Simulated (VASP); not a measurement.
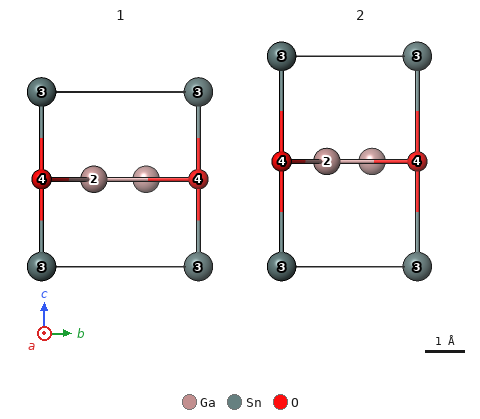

Two geometries of solid Ga2SnO (a generated structure, set up in P6/mmm), drawn at one scale. One is the start of a relaxation, the other its converged end. The picture is a ball-and-stick view of the cell of the calculation, seen along the a axis.

Level of theory: Kohn-Sham DFT of a periodic cell, PBE, VASP PAW PBE potentials, recommended (VASP). Set-up: plane-wave cutoff 520 eV; k-point mesh 4 × 4 × 3; occupations gaussian; smearing width 0.15 eV; no spin polarisation.

**Which geometry has the lower energy?**

Structure 1 is the relaxed one. The run lets cell and atoms move. The atoms keep their places relative to the cell (all moves are under 0.005 Å). Cell: a = b 4.061 → 4.692 Å (+15.5 %), c 5.450 → 4.525 Å (−17.0 %). Volume +10.8 %. Some distances before and after: O–Sn 2.725 → 2.263 Å, Ga–O 2.345 → 2.709 Å, Ga–Ga 2.345 → 2.709 Å. The space group stays P6/mmm (No. 191). After 15 geometry steps the energy has fallen by 1.144 eV per cell of the calculation. All forces vanish by symmetry, so only the cell relaxes. Pressure: 9.64 GPa at the start and 0.12 GPa at the end. The volume changes by over a tenth within one run on a fixed set of plane waves, so the end point should be relaxed again from the new cell.

Limits of the set-up: layers or molecules are held without a dispersion correction, so their spacing is unreliable.
